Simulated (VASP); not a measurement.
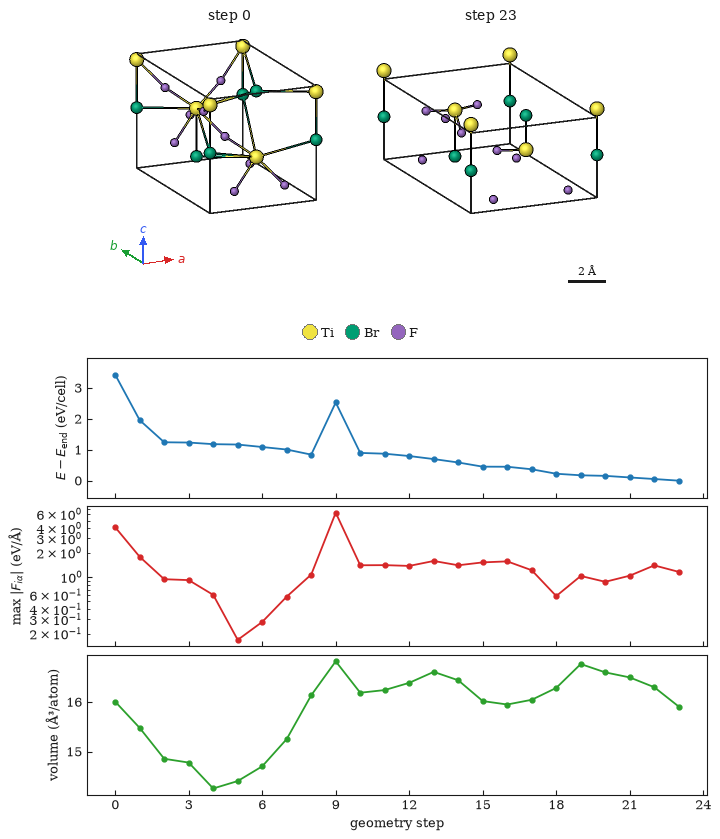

First and last geometry of a relaxation of a crystal of TiBrF₃ (a generated structure, set up in R3m), with the history of the run. The picture is a ball-and-stick view of the conventional cell (3 times the calculation's cell), seen from a free direction. Lengths and directions refer to the drawn axes.

The run lets cell and atoms move.

Theory: Kohn-Sham DFT of a periodic cell, PBE, VASP PAW PBE potentials, recommended (VASP).

The input:
```
PREC = Normal ; ENCUT = 520
EDIFF = 1E-4 ; ISMEAR = 0
SIGMA = 0.15 ; LREAL = False
LASPH = True ; NELM = 60
ALGO = Fast ; ISIF = 3
LWAVE = False ; LCHARG = False
GGA = PE ; IBRION = 2
NSW = 24 ; EDIFFG = -0.08
```

Launched with:
```bash
cat potpaw_PBE.64/Ti_sv/POTCAR potpaw_PBE.64/Br/POTCAR potpaw_PBE.64/F/POTCAR > POTCAR
mpirun -np 1 vasp_std > vasp.out
```

### Read the history and describe the run.

The relaxation stopped without meeting its thresholds, so the last structure isn't shown to be converged. After 23 geometry steps the energy has fallen by 3.426 eV per cell of the calculation. Largest force component: 4.1 eV/Å at the start, 1.2 eV/Å at the end. Pressure: −2.30 GPa at the start and 10.15 GPa at the end. The Ti atom moves most relative to the cell: 0.84 Å along +c. Largest moves by element: Ti 0.84 Å, F 0.56 Å, Br 0.01 Å. The drawn cell changes as follows: a = b 6.013 → 7.142 Å (+18.8 %), c 7.667 → 5.401 Å (−29.6 %); the volume changes by −0.6 %. Among the contacts that change: Br–Ti 4.435 → 2.298 Å, F–Ti 2.260 → 3.295 Å, Br–Ti 3.537 → 4.325 Å, F–Ti 2.084 → 1.728 Å. New bonds form, among them: Br–Ti (4.43 → 2.30 Å). Bonds break, among them: F–Ti (2.26 → 3.30 Å). Among the angles between lasting bonds that change: Br–Ti–F 119.0° → 76.3°, F–Ti–F 98.5° → 114.6°. The space group stays R3m (No. 160). It ran on 1 thread of Intel(R) Xeon(R) 6975P-C (Granite Rapids) (shared host).

```
step  E − E(0), meV/atom  largest force component, eV/Å  pressure, GPa  volume, Å³/atom
   0                0.00                         4.1261          -2.30           16.006
   1             -294.21                         1.7795          -4.84           15.476
   2             -436.99                         0.9409          -2.61           14.855
   3             -438.75                         0.9173          -1.91           14.778
   4             -449.22                         0.6024           5.07           14.256
   5             -451.68                         0.1675           3.12           14.406
   6             -467.63                         0.2790           2.57           14.702
   7             -483.95                         0.5730           0.84           15.252
   8             -516.91                         1.0742          -2.33           16.134
   9             -179.61                         6.2427          -7.12           16.818
  10             -505.79                         1.3993          -4.68           16.186
  11             -510.98                         1.4045          -4.61           16.239
  12             -526.01                         1.3738          -4.89           16.385
  13             -545.67                         1.5813          -5.53           16.606
  14             -567.79                         1.3989          -3.55           16.437
  15             -594.80                         1.5190           2.77           16.018
  16             -595.24                         1.5633           3.64           15.948
  17             -611.68                         1.2146           3.15           16.043
  18             -640.54                         0.5823           1.43           16.283
  19             -650.60                         1.0320          -3.36           16.764
  20             -654.20                         0.8738          -1.71           16.596
  21             -664.52                         1.0401           0.76           16.494
  22             -674.66                         1.3943           5.05           16.297
  23             -685.26                         1.1595          10.15           15.907
```
